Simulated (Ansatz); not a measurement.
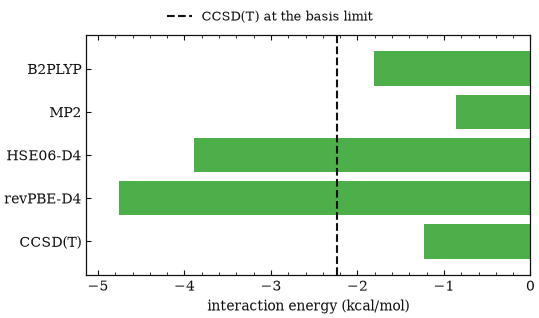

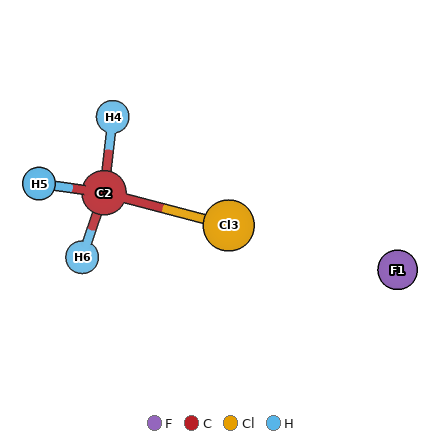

Counterpoise interaction energy of the pair F⁻ and CH₃Cl (SMILES [F-].CCl) at one optimised PBE0-D4 geometry, drawn, with the closest contact F1···Cl3 2.43 Å (H···H pairs aside; other arrangements can bind more strongly; the cost of deforming the partners isn't counted), def2-TZVPPD, the Ansatz code 0.2.0; cores frozen in correlated methods. The line takes HF and MP2 limits from def2-TZVPPD and QZVPPD, and the coupled-cluster step in TZVPPD. B2PLYP holds a correlation term that converges slowly with the basis, so part of the distance to the limit is basis error. No dispersion term is added to B2PLYP. The distance of MP2 and CCSD(T) to the limit includes basis error.

Which level comes closest to the line (CCSD(T) at the basis limit), and which misses most?

Answer. Closest B2PLYP (−1.81 kcal/mol), against −2.24 kcal/mol; farthest revPBE-D4 (−4.75 kcal/mol).

Give the values.

Answer.
| level | kcal/mol | less CCSD(T) at the basis limit |
| --- | --- | --- |
| B2PLYP | −1.81 | 0.43 |
| MP2 | −0.86 | 1.38 |
| HSE06-D4 | −3.89 | −1.65 |
| revPBE-D4 | −4.75 | −2.51 |
| CCSD(T) | −1.23 | 1.01 |
| CCSD(T) at the basis limit | −2.24 | 0.00 |

Caveats, for all or some of the runs: large step from triple zeta makes the limit uncertain.
